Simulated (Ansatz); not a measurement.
Molecular dynamics, with input and output: BN₃H₇F (part 1 of 5)

The run: molecular dynamics of BN₃H₇F. Method and program: RHF/6-31G* (Ansatz 0.2.0).

It belongs to a series of runs on one base structure; here: dynamics from the highest image of the converged band. Figures and captions count atoms from 1; the log counts them from 0 in places.

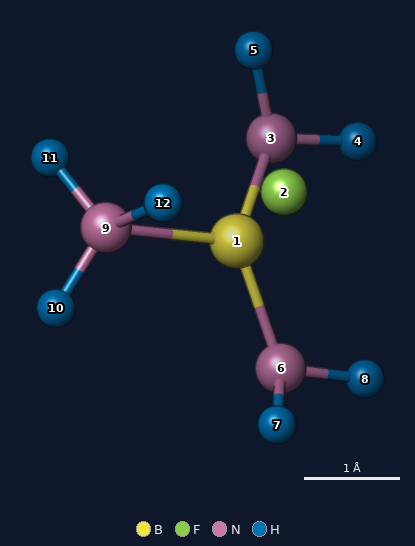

Fig. 1: The structure as given in the input (ball-and-stick view, seen at a tilt; atoms are numbered from 1 in the order of the input). Bond lengths as drawn: B–N 1.43 to 1.56 Å and H–N 1.00 to 1.12 Å.

**Input**
```yaml
crystal:
  periodic: [false, false, false]
  atoms:
    - { symbol: B, position_ang: [-0.032993, 0.516095, -0.261139] }
    - { symbol: F, position_ang: [-0.342493, -0.254382, 1.586499] }
    - { symbol: "N", position_ang: [1.32837, 0.271006, -0.617864] }
    - { symbol: H, position_ang: [1.519936, -0.570732, -1.118366] }
    - { symbol: H, position_ang: [2.018559, 0.399198, 0.09176] }
    - { symbol: "N", position_ang: [-1.143637, 0.097344, -1.06139] }
    - { symbol: H, position_ang: [-2.022141, 0.024464, -0.591834] }
    - { symbol: H, position_ang: [-1.005269, -0.715077, -1.624661] }
    - { symbol: "N", position_ang: [-0.28099, 1.775444, 0.620533] }
    - { symbol: H, position_ang: [-1.106545, 2.293752, 0.386912] }
    - { symbol: H, position_ang: [0.498247, 2.400212, 0.70412] }
    - { symbol: H, position_ang: [-0.39934, 1.045274, 1.46343] }
basis:
  gaussian: { orbitals: "6-31G*" }
hamiltonian:
  xc: hf
md:
  timestep: 0.5
  n_steps: 200
  ensemble: nve
  temperature: 300.0
  initial_velocities: maxwell_boltzmann
  seed: 5496
```

Command:
```bash
ansatz run input.yaml --threads 1 --pin off --max-ram 2048MiB --backend cpu --events-out ev --progress --plain --runs-dir out
```

**The program's output**
```
Engine: ansatz 0.2.0, aarch64-unknown-linux-gnu
Functional definition: HF
  exchange = exact_x
  correlation = 0
1019 factors; integrals over basis functions are off by at most 5.0e-4 eV
mean field evaluation 1: about -7930.4002 eV, gradient 4.9e1 eV
mean field evaluation 2: about -7930.4606 eV, gradient 4.9e1 eV
mean field evaluation 4: about -7935.1108 eV, gradient 3.6e0 eV
mean field evaluation 8: about -7935.1508 eV, gradient 1.6e-4 eV
mean field -7935.15084329 eV, -291.6114148526 hartree, gradient 2.0e-5 eV, S^2 0.000000; 0 other end points of the search recorded, 0 dependent functions left out
the calculation of the forces begins
reference -7935.15084329 eV, -291.6114148526 hartree; 21, 21 occupied and 68, 68 virtual orbitals, 1019 factors
md step     0: t =     0.00 fs  T =   300.0 K  F+E_penalty+E_count = -7935.15084329 eV  E_kin = 0.387780 eV  conserved = -7934.76306330 eV  (32 SCF iters)
these checks for a lower state are left out or cut short: starts, cluster_reference, orbital_swaps, neighbouring_geometries, increment
1019 factors; integrals over basis functions are off by at most 4.9e-4 eV
mean field evaluation 16: about -7935.1414 eV, gradient 1.1e-3 eV
mean field -7935.14139300 eV, -291.6110675607 hartree, gradient 2.6e-5 eV, S^2 0.000000; 0 other end points of the search recorded, 0 dependent functions left out
the calculation of the forces begins
reference -7935.14139300 eV, -291.6110675607 hartree; 21, 21 occupied and 68, 68 virtual orbitals, 1019 factors
md step     1: t =     0.50 fs  T =   292.9 K  F+E_penalty+E_count = -7935.14139300 eV  E_kin = 0.378605 eV  conserved = -7934.76278809 eV  (32 SCF iters)
[... from here on the SCF iterations and repeated set-up lines of each step are left out, up to the last step ...]
md step     2: t =     1.00 fs  T =   274.3 K  F+E_penalty+E_count = -7935.11671843 eV  E_kin = 0.354509 eV  conserved = -7934.76220981 eV  (32 SCF iters)
md step     3: t =     1.50 fs  T =   250.8 K  F+E_penalty+E_count = -7935.08572927 eV  E_kin = 0.324140 eV  conserved = -7934.76158926 eV  (32 SCF iters)
md step     4: t =     2.00 fs  T =   229.8 K  F+E_penalty+E_count = -7935.05814025 eV  E_kin = 0.296988 eV  conserved = -7934.76115239 eV  (32 SCF iters)
md step     5: t =     2.50 fs  T =   216.5 K  F+E_penalty+E_count = -7935.04084699 eV  E_kin = 0.279813 eV  conserved = -7934.76103434 eV  (32 SCF iters)
md step     6: t =     3.00 fs  T =   212.3 K  F+E_penalty+E_count = -7935.03572627 eV  E_kin = 0.274467 eV  conserved = -7934.76125904 eV  (32 SCF iters)
md step     7: t =     3.50 fs  T =   214.7 K  F+E_penalty+E_count = -7935.03924988 eV  E_kin = 0.277515 eV  conserved = -7934.76173511 eV  (32 SCF iters)
md step     8: t =     4.00 fs  T =   218.0 K  F+E_penalty+E_count = -7935.04398782 eV  E_kin = 0.281723 eV  conserved = -7934.76226531 eV  (32 SCF iters)
md step     9: t =     4.50 fs  T =   216.0 K  F+E_penalty+E_count = -7935.04178411 eV  E_kin = 0.279193 eV  conserved = -7934.76259147 eV  (32 SCF iters)
md step    10: t =     5.00 fs  T =   205.2 K  F+E_penalty+E_count = -7935.02779787 eV  E_kin = 0.265299 eV  conserved = -7934.76249876 eV  (32 SCF iters)
md step    11: t =     5.50 fs  T =   187.0 K  F+E_penalty+E_count = -7935.00371716 eV  E_kin = 0.241753 eV  conserved = -7934.76196448 eV  (32 SCF iters)
md step    12: t =     6.00 fs  T =   167.6 K  F+E_penalty+E_count = -7934.97791405 eV  E_kin = 0.216663 eV  conserved = -7934.76125087 eV  (32 SCF iters)
md step    13: t =     6.50 fs  T =   155.1 K  F+E_penalty+E_count = -7934.96131824 eV  E_kin = 0.200519 eV  conserved = -7934.76079947 eV  (32 SCF iters)
md step    14: t =     7.00 fs  T =   154.6 K  F+E_penalty+E_count = -7934.96075681 eV  E_kin = 0.199832 eV  conserved = -7934.76092471 eV  (32 SCF iters)
md step    15: t =     7.50 fs  T =   164.6 K  F+E_penalty+E_count = -7934.97429537 eV  E_kin = 0.212739 eV  conserved = -7934.76155676 eV  (32 SCF iters)
md step    16: t =     8.00 fs  T =   177.9 K  F+E_penalty+E_count = -7934.99227351 eV  E_kin = 0.229974 eV  conserved = -7934.76229933 eV  (32 SCF iters)
md step    17: t =     8.50 fs  T =   186.0 K  F+E_penalty+E_count = -7935.00321144 eV  E_kin = 0.240473 eV  conserved = -7934.76273830 eV  (32 SCF iters)
md step    18: t =     9.00 fs  T =   183.7 K  F+E_penalty+E_count = -7935.00012196 eV  E_kin = 0.237425 eV  conserved = -7934.76269712 eV  (32 SCF iters)
md step    19: t =     9.50 fs  T =   171.1 K  F+E_penalty+E_count = -7934.98337558 eV  E_kin = 0.221108 eV  conserved = -7934.76226748 eV  (33 SCF iters)
md step    20: t =    10.00 fs  T =   153.0 K  F+E_penalty+E_count = -7934.95946487 eV  E_kin = 0.197778 eV  conserved = -7934.76168707 eV  (32 SCF iters)
md step    21: t =    10.50 fs  T =   136.3 K  F+E_penalty+E_count = -7934.93738191 eV  E_kin = 0.176178 eV  conserved = -7934.76120393 eV  (32 SCF iters)
md step    22: t =    11.00 fs  T =   126.6 K  F+E_penalty+E_count = -7934.92469828 eV  E_kin = 0.163704 eV  conserved = -7934.76099388 eV  (25 SCF iters)
md step    23: t =    11.50 fs  T =   126.6 K  F+E_penalty+E_count = -7934.92472460 eV  E_kin = 0.163598 eV  conserved = -7934.76112678 eV  (25 SCF iters)
md step    24: t =    12.00 fs  T =   134.5 K  F+E_penalty+E_count = -7934.93537368 eV  E_kin = 0.173817 eV  conserved = -7934.76155703 eV  (32 SCF iters)
md step    25: t =    12.50 fs  T =   145.3 K  F+E_penalty+E_count = -7934.94991926 eV  E_kin = 0.187793 eV  conserved = -7934.76212655 eV  (32 SCF iters)
md step    26: t =    13.00 fs  T =   152.4 K  F+E_penalty+E_count = -7934.95956451 eV  E_kin = 0.196972 eV  conserved = -7934.76259276 eV  (32 SCF iters)
md step    27: t =    13.50 fs  T =   150.5 K  F+E_penalty+E_count = -7934.95728592 eV  E_kin = 0.194579 eV  conserved = -7934.76270723 eV  (32 SCF iters)
md step    28: t =    14.00 fs  T =   138.7 K  F+E_penalty+E_count = -7934.94163482 eV  E_kin = 0.179284 eV  conserved = -7934.76235046 eV  (32 SCF iters)
md step    29: t =    14.50 fs  T =   121.3 K  F+E_penalty+E_count = -7934.91840502 eV  E_kin = 0.156743 eV  conserved = -7934.76166226 eV  (32 SCF iters)
md step    30: t =    15.00 fs  T =   106.2 K  F+E_penalty+E_count = -7934.89831059 eV  E_kin = 0.137277 eV  conserved = -7934.76103330 eV  (32 SCF iters)
md step    31: t =    15.50 fs  T =   100.7 K  F+E_penalty+E_count = -7934.89099999 eV  E_kin = 0.130128 eV  conserved = -7934.76087192 eV  (32 SCF iters)
md step    32: t =    16.00 fs  T =   106.5 K  F+E_penalty+E_count = -7934.89895872 eV  E_kin = 0.137670 eV  conserved = -7934.76128855 eV  (32 SCF iters)
md step    33: t =    16.50 fs  T =   119.0 K  F+E_penalty+E_count = -7934.91588140 eV  E_kin = 0.153881 eV  conserved = -7934.76200087 eV  (32 SCF iters)
md step    34: t =    17.00 fs  T =   130.2 K  F+E_penalty+E_count = -7934.93085933 eV  E_kin = 0.168294 eV  conserved = -7934.76256525 eV  (32 SCF iters)
md step    35: t =    17.50 fs  T =   133.3 K  F+E_penalty+E_count = -7934.93506110 eV  E_kin = 0.172368 eV  conserved = -7934.76269291 eV  (32 SCF iters)
md step    36: t =    18.00 fs  T =   126.8 K  F+E_penalty+E_count = -7934.92624672 eV  E_kin = 0.163866 eV  conserved = -7934.76238066 eV  (32 SCF iters)
md step    37: t =    18.50 fs  T =   113.9 K  F+E_penalty+E_count = -7934.90901330 eV  E_kin = 0.147182 eV  conserved = -7934.76183176 eV  (32 SCF iters)
md step    38: t =    19.00 fs  T =   100.9 K  F+E_penalty+E_count = -7934.89177646 eV  E_kin = 0.130469 eV  conserved = -7934.76130763 eV  (32 SCF iters)
md step    39: t =    19.50 fs  T =    94.1 K  F+E_penalty+E_count = -7934.88269927 eV  E_kin = 0.121682 eV  conserved = -7934.76101727 eV  (25 SCF iters)
md step    40: t =    20.00 fs  T =    96.9 K  F+E_penalty+E_count = -7934.88634480 eV  E_kin = 0.125279 eV  conserved = -7934.76106576 eV  (25 SCF iters)
md step    41: t =    20.50 fs  T =   108.7 K  F+E_penalty+E_count = -7934.90196237 eV  E_kin = 0.140523 eV  conserved = -7934.76143930 eV  (32 SCF iters)
md step    42: t =    21.00 fs  T =   125.1 K  F+E_penalty+E_count = -7934.92370611 eV  E_kin = 0.161697 eV  conserved = -7934.76200869 eV  (32 SCF iters)
md step    43: t =    21.50 fs  T =   139.4 K  F+E_penalty+E_count = -7934.94272783 eV  E_kin = 0.180176 eV  conserved = -7934.76255205 eV  (32 SCF iters)
md step    44: t =    22.00 fs  T =   145.4 K  F+E_penalty+E_count = -7934.95071397 eV  E_kin = 0.187898 eV  conserved = -7934.76281624 eV  (32 SCF iters)
md step    45: t =    22.50 fs  T =   140.2 K  F+E_penalty+E_count = -7934.94382329 eV  E_kin = 0.181196 eV  conserved = -7934.76262704 eV  (32 SCF iters)
md step    46: t =    23.00 fs  T =   126.3 K  F+E_penalty+E_count = -7934.92526661 eV  E_kin = 0.163247 eV  conserved = -7934.76201919 eV  (32 SCF iters)
md step    47: t =    23.50 fs  T =   110.9 K  F+E_penalty+E_count = -7934.90460082 eV  E_kin = 0.143313 eV  conserved = -7934.76128743 eV  (32 SCF iters)
md step    48: t =    24.00 fs  T =   102.3 K  F+E_penalty+E_count = -7934.89312447 eV  E_kin = 0.132272 eV  conserved = -7934.76085289 eV  (32 SCF iters)
md step    49: t =    24.50 fs  T =   105.6 K  F+E_penalty+E_count = -7934.89750952 eV  E_kin = 0.136530 eV  conserved = -7934.76097922 eV  (25 SCF iters)
md step    50: t =    25.00 fs  T =   119.4 K  F+E_penalty+E_count = -7934.91587204 eV  E_kin = 0.154302 eV  conserved = -7934.76157043 eV  (32 SCF iters)
md step    51: t =    25.50 fs  T =   136.9 K  F+E_penalty+E_count = -7934.93919631 eV  E_kin = 0.176942 eV  conserved = -7934.76225382 eV  (32 SCF iters)
md step    52: t =    26.00 fs  T =   150.3 K  F+E_penalty+E_count = -7934.95691822 eV  E_kin = 0.194257 eV  conserved = -7934.76266137 eV  (32 SCF iters)
md step    53: t =    26.50 fs  T =   154.7 K  F+E_penalty+E_count = -7934.96257771 eV  E_kin = 0.199937 eV  conserved = -7934.76264111 eV  (32 SCF iters)
md step    54: t =    27.00 fs  T =   150.1 K  F+E_penalty+E_count = -7934.95632106 eV  E_kin = 0.194053 eV  conserved = -7934.76226838 eV  (32 SCF iters)
md step    55: t =    27.50 fs  T =   140.9 K  F+E_penalty+E_count = -7934.94389824 eV  E_kin = 0.182162 eV  conserved = -7934.76173652 eV  (32 SCF iters)
md step    56: t =    28.00 fs  T =   133.4 K  F+E_penalty+E_count = -7934.93368863 eV  E_kin = 0.172436 eV  conserved = -7934.76125255 eV  (32 SCF iters)
md step    57: t =    28.50 fs  T =   133.4 K  F+E_penalty+E_count = -7934.93338019 eV  E_kin = 0.172397 eV  conserved = -7934.76098345 eV  (32 SCF iters)
md step    58: t =    29.00 fs  T =   144.1 K  F+E_penalty+E_count = -7934.94724470 eV  E_kin = 0.186214 eV  conserved = -7934.76103098 eV  (32 SCF iters)
md step    59: t =    29.50 fs  T =   164.9 K  F+E_penalty+E_count = -7934.97451319 eV  E_kin = 0.213112 eV  conserved = -7934.76140141 eV  (32 SCF iters)
md step    60: t =    30.00 fs  T =   191.4 K  F+E_penalty+E_count = -7935.00934901 eV  E_kin = 0.247375 eV  conserved = -7934.76197359 eV  (32 SCF iters)
md step    61: t =    30.50 fs  T =   216.9 K  F+E_penalty+E_count = -7935.04284544 eV  E_kin = 0.280338 eV  conserved = -7934.76250700 eV  (32 SCF iters)
md step    62: t =    31.00 fs  T =   235.3 K  F+E_penalty+E_count = -7935.06681678 eV  E_kin = 0.304088 eV  conserved = -7934.76272893 eV  (32 SCF iters)
md step    63: t =    31.50 fs  T =   244.1 K  F+E_penalty+E_count = -7935.07796474 eV  E_kin = 0.315476 eV  conserved = -7934.76248878 eV  (32 SCF iters)
md step    64: t =    32.00 fs  T =   246.1 K  F+E_penalty+E_count = -7935.08006410 eV  E_kin = 0.318170 eV  conserved = -7934.76189385 eV  (32 SCF iters)
md step    65: t =    32.50 fs  T =   248.3 K  F+E_penalty+E_count = -7935.08220902 eV  E_kin = 0.320910 eV  conserved = -7934.76129894 eV  (32 SCF iters)
md step    66: t =    33.00 fs  T =   257.1 K  F+E_penalty+E_count = -7935.09341272 eV  E_kin = 0.332322 eV  conserved = -7934.76109074 eV  (32 SCF iters)
md step    67: t =    33.50 fs  T =   275.0 K  F+E_penalty+E_count = -7935.11682989 eV  E_kin = 0.355430 eV  conserved = -7934.76140033 eV  (32 SCF iters)
md step    68: t =    34.00 fs  T =   298.5 K  F+E_penalty+E_count = -7935.14779647 eV  E_kin = 0.385790 eV  conserved = -7934.76200627 eV  (32 SCF iters)
md step    69: t =    34.50 fs  T =   320.7 K  F+E_penalty+E_count = -7935.17708439 eV  E_kin = 0.414558 eV  conserved = -7934.76252661 eV  (32 SCF iters)
md step    70: t =    35.00 fs  T =   335.7 K  F+E_penalty+E_count = -7935.19662472 eV  E_kin = 0.433927 eV  conserved = -7934.76269811 eV  (32 SCF iters)
md step    71: t =    35.50 fs  T =   341.3 K  F+E_penalty+E_count = -7935.20360788 eV  E_kin = 0.441111 eV  conserved = -7934.76249695 eV  (32 SCF iters)
md step    72: t =    36.00 fs  T =   339.6 K  F+E_penalty+E_count = -7935.20103393 eV  E_kin = 0.438963 eV  conserved = -7934.76207086 eV  (32 SCF iters)
md step    73: t =    36.50 fs  T =   335.7 K  F+E_penalty+E_count = -7935.19555490 eV  E_kin = 0.433944 eV  conserved = -7934.76161137 eV  (32 SCF iters)
md step    74: t =    37.00 fs  T =   335.2 K  F+E_penalty+E_count = -7935.19448779 eV  E_kin = 0.433218 eV  conserved = -7934.76127011 eV  (32 SCF iters)
md step    75: t =    37.50 fs  T =   342.1 K  F+E_penalty+E_count = -7935.20333707 eV  E_kin = 0.442200 eV  conserved = -7934.76113746 eV  (32 SCF iters)
md step    76: t =    38.00 fs  T =   358.2 K  F+E_penalty+E_count = -7935.22426861 eV  E_kin = 0.463020 eV  conserved = -7934.76124826 eV  (32 SCF iters)
md step    77: t =    38.50 fs  T =   382.1 K  F+E_penalty+E_count = -7935.25554242 eV  E_kin = 0.493967 eV  conserved = -7934.76157588 eV  (32 SCF iters)
md step    78: t =    39.00 fs  T =   410.0 K  F+E_penalty+E_count = -7935.29201583 eV  E_kin = 0.530007 eV  conserved = -7934.76200888 eV  (32 SCF iters)
md step    79: t =    39.50 fs  T =   436.8 K  F+E_penalty+E_count = -7935.32701038 eV  E_kin = 0.564662 eV  conserved = -7934.76234871 eV  (32 SCF iters)
md step    80: t =    40.00 fs  T =   458.8 K  F+E_penalty+E_count = -7935.35545604 eV  E_kin = 0.593075 eV  conserved = -7934.76238071 eV  (32 SCF iters)
md step    81: t =    40.50 fs  T =   475.9 K  F+E_penalty+E_count = -7935.37711600 eV  E_kin = 0.615093 eV  conserved = -7934.76202296 eV  (32 SCF iters)
md step    82: t =    41.00 fs  T =   492.2 K  F+E_penalty+E_count = -7935.39767584 eV  E_kin = 0.636231 eV  conserved = -7934.76144464 eV  (32 SCF iters)
md step    83: t =    41.50 fs  T =   514.5 K  F+E_penalty+E_count = -7935.42605860 eV  E_kin = 0.665051 eV  conserved = -7934.76100766 eV  (32 SCF iters)
md step    84: t =    42.00 fs  T =   547.7 K  F+E_penalty+E_count = -7935.46896766 eV  E_kin = 0.707955 eV  conserved = -7934.76101259 eV  (32 SCF iters)
md step    85: t =    42.50 fs  T =   591.8 K  F+E_penalty+E_count = -7935.52641818 eV  E_kin = 0.764961 eV  conserved = -7934.76145714 eV  (32 SCF iters)
md step    86: t =    43.00 fs  T =   641.9 K  F+E_penalty+E_count = -7935.59173597 eV  E_kin = 0.829684 eV  conserved = -7934.76205202 eV  (32 SCF iters)
md step    87: t =    43.50 fs  T =   691.1 K  F+E_penalty+E_count = -7935.65582136 eV  E_kin = 0.893356 eV  conserved = -7934.76246581 eV  (32 SCF iters)
md step    88: t =    44.00 fs  T =   734.7 K  F+E_penalty+E_count = -7935.71217317 eV  E_kin = 0.949631 eV  conserved = -7934.76254171 eV  (32 SCF iters)
md step    89: t =    44.50 fs  T =   771.4 K  F+E_penalty+E_count = -7935.75943815 eV  E_kin = 0.997114 eV  conserved = -7934.76232464 eV  (32 SCF iters)
md step    90: t =    45.00 fs  T =   803.8 K  F+E_penalty+E_count = -7935.80089375 eV  E_kin = 1.038930 eV  conserved = -7934.76196384 eV  (32 SCF iters)
md step    91: t =    45.50 fs  T =   836.0 K  F+E_penalty+E_count = -7935.84220787 eV  E_kin = 1.080594 eV  conserved = -7934.76161436 eV  (32 SCF iters)
md step    92: t =    46.00 fs  T =   872.3 K  F+E_penalty+E_count = -7935.88897693 eV  E_kin = 1.127583 eV  conserved = -7934.76139346 eV  (32 SCF iters)
md step    93: t =    46.50 fs  T =   915.5 K  F+E_penalty+E_count = -7935.94479272 eV  E_kin = 1.183416 eV  conserved = -7934.76137686 eV  (32 SCF iters)
md step    94: t =    47.00 fs  T =   965.8 K  F+E_penalty+E_count = -7936.00999242 eV  E_kin = 1.248395 eV  conserved = -7934.76159784 eV  (32 SCF iters)
md step    95: t =    47.50 fs  T =  1020.5 K  F+E_penalty+E_count = -7936.08118082 eV  E_kin = 1.319159 eV  conserved = -7934.76202216 eV  (32 SCF iters)
md step    96: t =    48.00 fs  T =  1074.9 K  F+E_penalty+E_count = -7936.15187707 eV  E_kin = 1.389357 eV  conserved = -7934.76252034 eV  (32 SCF iters)
md step    97: t =    48.50 fs  T =  1123.1 K  F+E_penalty+E_count = -7936.21463226 eV  E_kin = 1.451749 eV  conserved = -7934.76288313 eV  (32 SCF iters)
md step    98: t =    49.00 fs  T =  1161.5 K  F+E_penalty+E_count = -7936.26426254 eV  E_kin = 1.501339 eV  conserved = -7934.76292341 eV  (32 SCF iters)
md step    99: t =    49.50 fs  T =  1189.8 K  F+E_penalty+E_count = -7936.30061731 eV  E_kin = 1.537994 eV  conserved = -7934.76262359 eV  (32 SCF iters)
md step   100: t =    50.00 fs  T =  1211.9 K  F+E_penalty+E_count = -7936.32870103 eV  E_kin = 1.566489 eV  conserved = -7934.76221215 eV  (32 SCF iters)
md step   101: t =    50.50 fs  T =  1232.5 K  F+E_penalty+E_count = -7936.35516017 eV  E_kin = 1.593117 eV  conserved = -7934.76204361 eV  (31 SCF iters)
md step   102: t =    51.00 fs  T =  1253.8 K  F+E_penalty+E_count = -7936.38299337 eV  E_kin = 1.620658 eV  conserved = -7934.76233521 eV  (31 SCF iters)
md step   103: t =    51.50 fs  T =  1272.9 K  F+E_penalty+E_count = -7936.40835292 eV  E_kin = 1.645365 eV  conserved = -7934.76298836 eV  (35 SCF iters)
md step   104: t =    52.00 fs  T =  1282.9 K  F+E_penalty+E_count = -7936.42197840 eV  E_kin = 1.658299 eV  conserved = -7934.76367904 eV  (32 SCF iters)
md step   105: t =    52.50 fs  T =  1276.4 K  F+E_penalty+E_count = -7936.41402750 eV  E_kin = 1.649931 eV  conserved = -7934.76409642 eV  (32 SCF iters)
md step   106: t =    53.00 fs  T =  1249.2 K  F+E_penalty+E_count = -7936.37883544 eV  E_kin = 1.614733 eV  conserved = -7934.76410239 eV  (32 SCF iters)
md step   107: t =    53.50 fs  T =  1201.8 K  F+E_penalty+E_count = -7936.31716692 eV  E_kin = 1.553441 eV  conserved = -7934.76372629 eV  (32 SCF iters)
md step   108: t =    54.00 fs  T =  1139.4 K  F+E_penalty+E_count = -7936.23584168 eV  E_kin = 1.472752 eV  conserved = -7934.76308959 eV  (32 SCF iters)
md step   109: t =    54.50 fs  T =  1070.3 K  F+E_penalty+E_count = -7936.14579748 eV  E_kin = 1.383451 eV  conserved = -7934.76234695 eV  (32 SCF iters)
md step   110: t =    55.00 fs  T =  1004.1 K  F+E_penalty+E_count = -7936.05952774 eV  E_kin = 1.297864 eV  conserved = -7934.76166360 eV  (33 SCF iters)
md step   111: t =    55.50 fs  T =   949.4 K  F+E_penalty+E_count = -7935.98835163 eV  E_kin = 1.227152 eV  conserved = -7934.76119971 eV  (33 SCF iters)
md step   112: t =    56.00 fs  T =   912.0 K  F+E_penalty+E_count = -7935.93986126 eV  E_kin = 1.178789 eV  conserved = -7934.76107196 eV  (33 SCF iters)
md step   113: t =    56.50 fs  T =   893.5 K  F+E_penalty+E_count = -7935.91618100 eV  E_kin = 1.154887 eV  conserved = -7934.76129367 eV  (33 SCF iters)
```
